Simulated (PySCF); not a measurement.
The calculation's input:

```
{"job": {"kind": "uv", "xc": "CAM-B3LYP", "basis": "def2-SVPD", "nstates": 8, "ntriplets": 3}, "charge": 0, "multiplicity": 1}
O      0.269673     2.142592     1.163940
P     -0.733188     1.145609     0.781454
C     -0.592580    -0.614793     1.107780
C     -0.484352    -0.188883    -0.393570
Si     1.210923    -0.304705    -1.210839
H     -2.059494     1.528030     0.826856
H     -1.442317    -1.225670     1.373818
H      0.332480    -0.939926     1.566736
H     -1.338148    -0.481990    -0.989973
H      2.233687     0.259324    -0.338168
H      1.472979    -1.731205    -1.429991
H      1.131536     0.410932    -2.484069
```

Command:

```sh
OMP_NUM_THREADS=1 python probes_run.py task.json out
```

Geometry: GFN2-xTB.

Computed with CAM-B3LYP/def2-SVPD, SCF density, gas phase in PySCF 2.14.0.

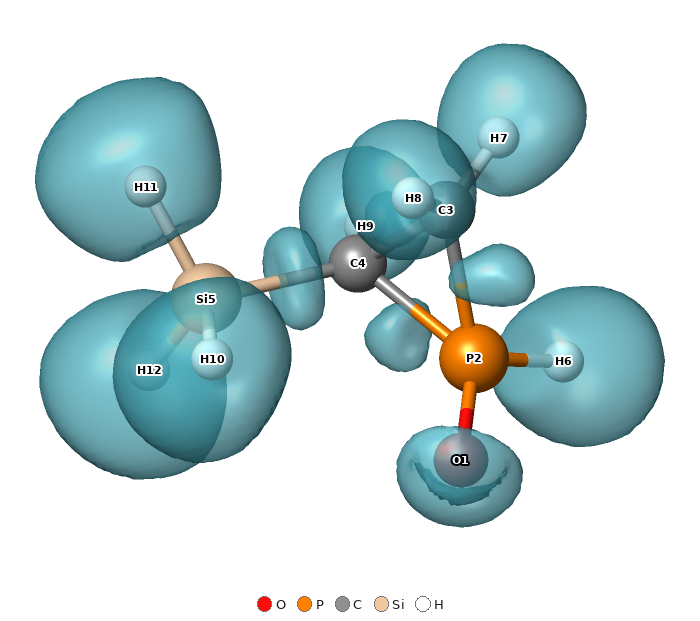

C₂H₇OPSi. Isosurface of the ELF at 0.85 (cyan), seen across its widest extent. Core shells and regions of very low density are left out.

> Identify the bonds, lone pairs and shells in this picture.

At this value the surface marks out one region between bonded C–C atoms (shared pairs), two regions between bonded C–P atoms (shared pairs), one region between bonded C–Si atoms (shared pairs), seven regions around hydrogen nuclei and one lobe on O, pointing away from the bonds (lone pairs, which may merge into one lobe). Along the contacts the grid gives the following. P–O (1.46 Å): the ELF peaks at about 0.80 between the atoms: a polar covalent bond. C–C (1.56 Å): the ELF peaks at about 0.90 between the atoms: a covalent bond.
